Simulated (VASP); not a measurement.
```yaml
crystal:
  lattice:
    - [0.00000, 2.98067, 2.98067]
    - [2.98067, 0.00000, 2.98067]
    - [2.98067, 2.98067, 0.00000]
  atoms:
    - { symbol: Li, position: [0.25000, 0.25000, 0.25000] }
    - { symbol: Li, position: [0.75000, 0.75000, 0.75000] }
    - { symbol: Se, position: [0.00000, 0.00000, 0.00000] }
```

All values below come from revTPSS meta-GGA, VASP's PBE PAW potentials (set 64) (plane waves; VASP). Numerical set-up: 520 eV cut-off, 7×7×7 Γ-centred mesh, tetrahedra with Blöchl corrections, potentials Li_sv Se.

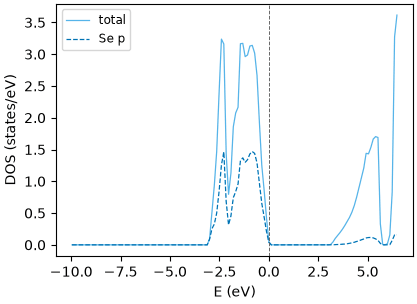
Fig. 1. Total and projected density of states, zero at the valence-band maximum

Within 2 eV below the valence-band maximum the largest weight inside VASP's projection spheres is Se p.

The gap is indirect, 3.01 eV, from the valence maximum at Γ to the conduction minimum at X.

The compound is Li2Se in the antifluorite structure. It was relaxed first.
